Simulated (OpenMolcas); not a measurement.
Multiconfigurational calculation for Cu²⁺ complex

- system: Cu²⁺ with 6 ligands (O; octahedron, 2.213 Å), embedded in CaO by model potentials and point charges, whose field is part of the energies.
- method: state-averaged SS-CASPT2, IPEA shift 0.25, imaginary shift 0.1 hartree, closed shells 3s 3p of the metal and the valence shells of the ligands correlated, active space 9 electrons in the shell 3d, basis ANO-RCC-VDZP on the metal and ANO-RCC-VDZP on the ligands, DKH2 scalar Hamiltonian, spin-orbit coupling by RASSI with atomic mean-field integrals (OpenMolcas)

## Output (extracts)
```
--- CASPT2 ---
Orbital specifications:
      -----------------------

      Symmetry species                           1   2
                                                ag  au
      Frozen orbitals                            5   6
      Inactive orbitals                         13  15
      Active orbitals                            5   0
      Secondary orbitals                        46  52
      Deleted orbitals                           0   0
      Number of basis functions                 69  73
Type of calculation                        SS-CASPT2
      Fock operator                              state-specific
      IPEA shift                                 0.25
      Real shift                                 0.00
      Imaginary shift                            0.10
      The input orbitals will be transformed to quasi-canonical
Reference energy:       -2110.4035608819
      E2 (Non-variational):      -1.7623086912
      Shift correction:          -0.0012333962
      E2 (Variational):          -1.7635420873
      Total energy:           -2112.1671029692
      Residual norm:              0.0000004341
      Reference weight:           0.70501
      Contributions to the CASPT2 correlation energy
      Active & Virtual Only:         -0.2999459610
      One Inactive Excited:          -0.2383489723
      Two Inactive Excited:          -1.2240137579
Reference energy:       -2110.4035608818
      E2 (Non-variational):      -1.7623065886
      Shift correction:          -0.0012333912
      E2 (Variational):          -1.7635399798
      Total energy:           -2112.1671008616
      Residual norm:              0.0000004362
      Reference weight:           0.70501
      Contributions to the CASPT2 correlation energy
      Active & Virtual Only:         -0.2999446750
      One Inactive Excited:          -0.2383481107
      Two Inactive Excited:          -1.2240138030
::    CASPT2 Root  1     Total energy:  -2112.16710297
::    CASPT2 Root  2     Total energy:  -2112.16710086
::    CASPT2 Root  3     Total energy:  -2112.13240400
::    CASPT2 Root  4     Total energy:  -2112.13240377
::    CASPT2 Root  5     Total energy:  -2112.13240388
```

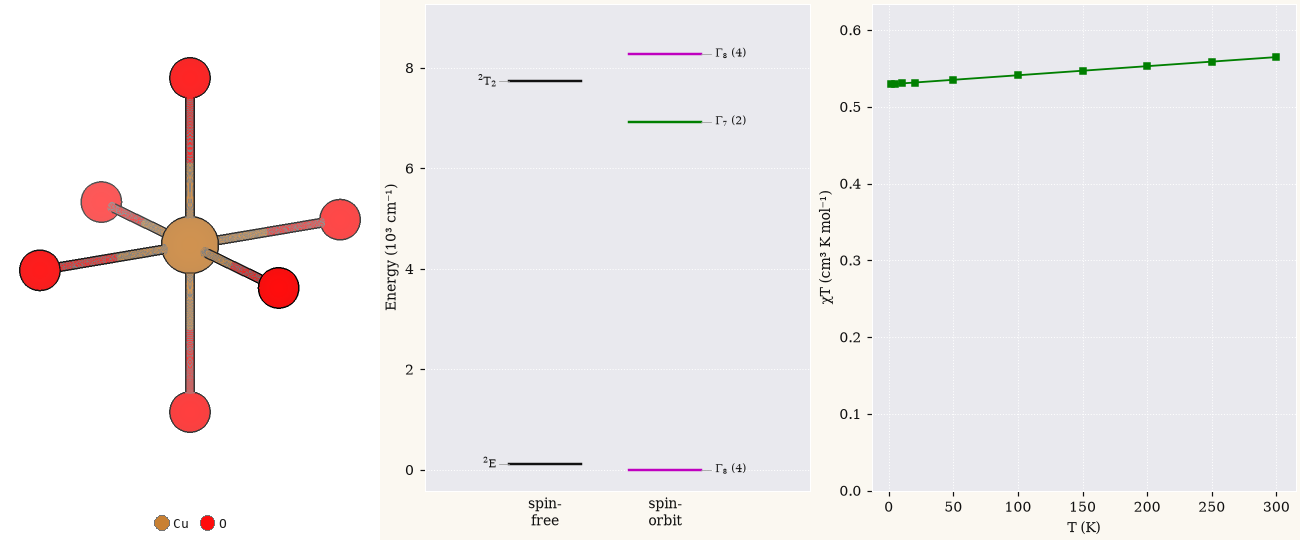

**Figure 1.** Cu²⁺ (3d⁹) as a dopant in CaO, a cluster with its 6 nearest O²⁻ at 2.213 Å (octahedron) embedded in model potentials and point charges; the geometry was set, not optimised, and its levels and susceptibility. Labels give the representation in O, Td, D4 or D3 as the site allows (double group for half-integer spin) where it could be assigned and, in brackets, the degeneracy; spin-free states, where drawn, share the zero of the spin-orbit levels. Powder susceptibility by Van Vleck's formula. The ground level is Γ₈, 4-fold degenerate, 100 % from states of spin multiplicity 2. The next level lies at 6,920 cm⁻¹ (Γ₇). The lowest spin-free state is ²E, from the free-ion D term; of the same spin there follows at 7,620 cm⁻¹ (²T₂) above it. A ligand-field fit to the spin-free states gives |10Dq| = 7,620 cm⁻¹. χT is 0.529 cm³ K mol⁻¹ at 2 K and 0.565 at 300 K, an effective moment of 2.13 μB.

## The input
```
&GATEWAY
Basis set
Cu.ANO-RCC-VDZP.
Cu1 0.0 0.0 0.0 Angstrom
End of basis
Basis set
O.ANO-RCC-VDZP.
L1 2.213000 0.000000 0.000000 Angstrom
L2 0.000000 2.213000 0.000000 Angstrom
L3 0.000000 0.000000 2.213000 Angstrom
End of basis
Basis set
Ca.EMB-AIMP.Pascual.13s7p.1s1p.ECP.CaO.
PseudoCharge
* 3 symmetry-unique lattice sites within 7.6 angstrom
End of basis
Basis set
Ca.EMB-AIMP.Pascual.0s.0s.ECP.CaO.
PseudoCharge
* 24 symmetry-unique lattice sites within 7.6 angstrom
End of basis
Basis set
O.EMB-AIMP.Pascual.0s.0s.ECP.CaO.
PseudoCharge
* 31 symmetry-unique lattice sites within 7.6 angstrom
End of basis
Symmetry
XYZ
AngMom=0.0 0.0 0.0
AMFI
RICD
XField
1037 Angstrom 0
* Evjen-weighted lattice charges
&SEWARD
&RASSCF
FileOrb=start.orb
Symmetry=1
Spin=2
nActEl=9 0 0
Inactive=18 21
Ras2=5 0
CIRoot=5 5 1
SDav=5
CIMx=300
Iter=150 100
PrWF=0.3
OrbListing=Nothing
MaxOrb=0
LevShft=1.0
>>> COPY $Project.JobIph JOB001
&RASSI
NrOfJobIphs=1 5
1 2 3 4 5
IphNames
JOB001
EJob
SpinOrbit
DIPRint=1.0
SOCoupling=1000.0
Subsets=2
Property=9
'ANGMOM' 1 'ANGMOM' 2 'ANGMOM' 3 'MLTPL  1' 1 'MLTPL  1' 2 'MLTPL  1' 3
'AMFI' 1 'AMFI' 2 'AMFI' 3
SOProperty=3
'ANGMOM' 1 'ANGMOM' 2 'ANGMOM' 3
>>> COPY JOB001 $Project.JobIph
&CASPT2
Multistate=5 1 2 3 4 5
NoMult
Frozen=5 6
IPEA=0.25
Imaginary=0.1
MaxIter=60
WThr=0.0 0.3 0.05
PrWF=0.5
NoMix
```

The file start.orb holds starting orbitals from an earlier step. A driver script formed the levels outside the program, from RASSI's spin-orbit matrix and the CASPT2 energies (for multi-state variants, the effective Hamiltonian), averaged over the components of each term or state. The log and the time are those of the CASPT2 step.

Launched with:
```bash
OMP_NUM_THREADS=1 MOLCAS_MEM=2457 MOLCAS_PROJECT=a pymolcas a.inp > a.log  # once for each step of the input, in one work folder
```

## Key numbers

```
                                 quantity                                                                 value
                                  outcome                                                             converged
      energy of the lowest spin-free term                                                   −2112.16710 hartree
    energy of the lowest spin-orbit level                                                   −2112.16767 hartree
                CASPT2 correlation energy                                                       −1.7635 hartree
largest spread among components of a term                                                              0.5 cm⁻¹
                  lowest reference weight                                                                 0.705
                                 hardware  1 thread of Arm Neoverse V2, 24 GiB of memory available, shared host
                                wall time                                                                  12 s
                              peak memory                                                              0.18 GiB
```

## Notes

To bear in mind: orbital doublet at a regular site, Jahn-Teller distortion not allowed for; with a single d shell and no ligand orbitals active, the ligand field and the g values of a late 3d ion can be well off; the geometry is set by hand, with no relaxation.
